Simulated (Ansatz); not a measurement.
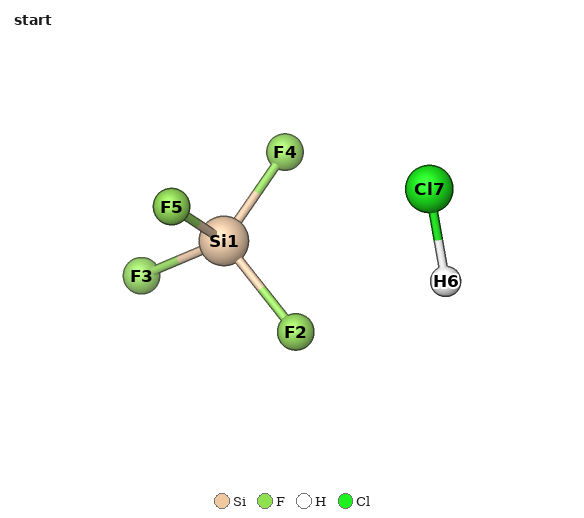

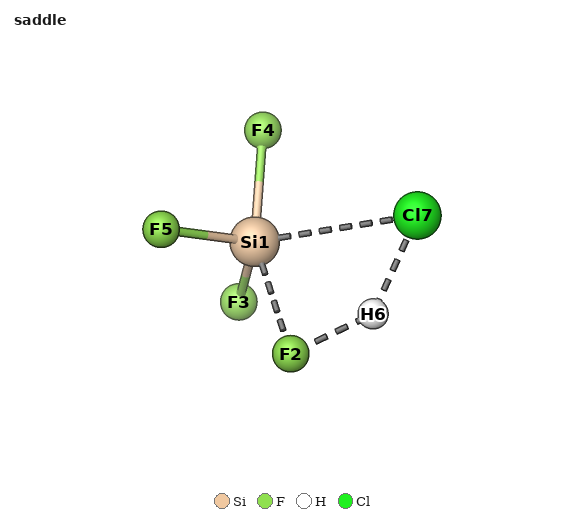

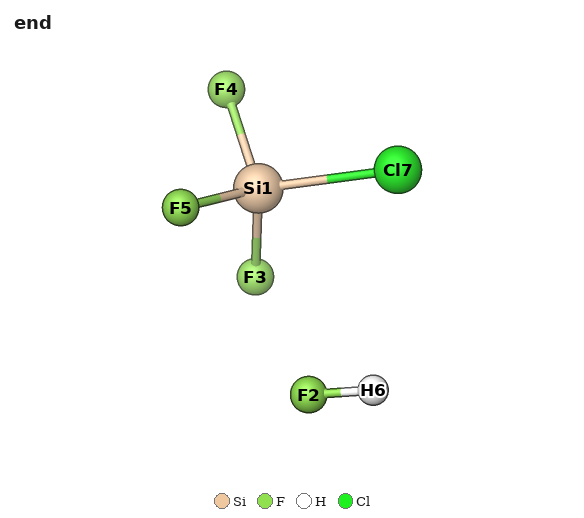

A saddle point and the two end points reached downhill from it. Broken sticks mark bonds that form or break. Charge 0, singlet. Geometries: PBE0-D4/def2-TZVP; all other levels are single points on them, and energies count from the start as drawn. Program: Ansatz 0.2.0. In CBS estimates cores are frozen, and CCSD(T) − MP2 is taken in the smaller basis.

### Which bonds form and which break from start to end?

Formed: Si1–Cl7, F2–H6; broken: Si1–F2, H6–Cl7. At the saddle point Si1···Cl7 is 2.34 Å, F2···H6 is 1.24 Å, Si1···F2 is 1.77 Å, H6···Cl7 is 1.46 Å.

Give the electronic barrier and the reaction energy from start to end in kcal/mol (no zero-point energy) with CCSD(T)/CBS (MP2 limit from def2-TZVPP and def2-QZVPP plus CCSD(T) − MP2).

```tsv
level	barrier	reaction energy
CCSD(T)/CBS (MP2 limit from def2-TZVPP and def2-QZVPP plus CCSD(T) − MP2)	42.9	+12.9
```
